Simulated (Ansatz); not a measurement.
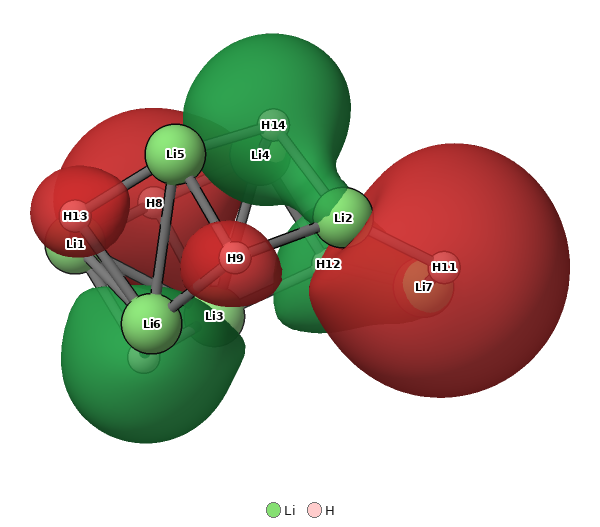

The picture shows: H7Li7. One frontier orbital at ±0.05 Å⁻³ᐟ² (green and red are the two phases), seen from one side.

Geometry: PBE-D4/def2-TZVP.

All numbers below come from RKS PBE0-D4/def2-TZVP in Ansatz.

```yaml
atoms:
  - { symbol: Li, position_ang: [-1.9325, 1.1035, 0.8838] }
  - { symbol: Li, position_ang: [1.0369, -1.7553, -0.7099] }
  - { symbol: Li, position_ang: [0.1333, 2.1376, -0.0982] }
  - { symbol: Li, position_ang: [0.8980, 0.4145, 1.4931] }
  - { symbol: Li, position_ang: [-1.0981, -1.7155, 0.7022] }
  - { symbol: Li, position_ang: [-1.6896, -0.2967, -1.2113] }
  - { symbol: Li, position_ang: [2.6742, 0.4130, -0.9643] }
  - { symbol: H, position_ang: [-0.4089, 1.6532, 1.5928] }
  - { symbol: H, position_ang: [-0.7263, -1.7998, -1.0926] }
  - { symbol: H, position_ang: [-1.3211, 1.4530, -0.8877] }
  - { symbol: H, position_ang: [2.4891, -1.1665, -1.4554] }
  - { symbol: H, position_ang: [1.7413, 1.3961, 0.0871] }
  - { symbol: H, position_ang: [-2.4033, -0.5397, 0.5399] }
  - { symbol: H, position_ang: [0.6070, -1.2974, 1.1205] }
```

**Which orbital is it: HOMO or LUMO?**

The HOMO, at −6.31 eV. It lies mainly on H11 (about 40 %), Li7 (about 10 %), Li2 (about 10 %), H8 (about 10 %) and H14 (about 5 %).
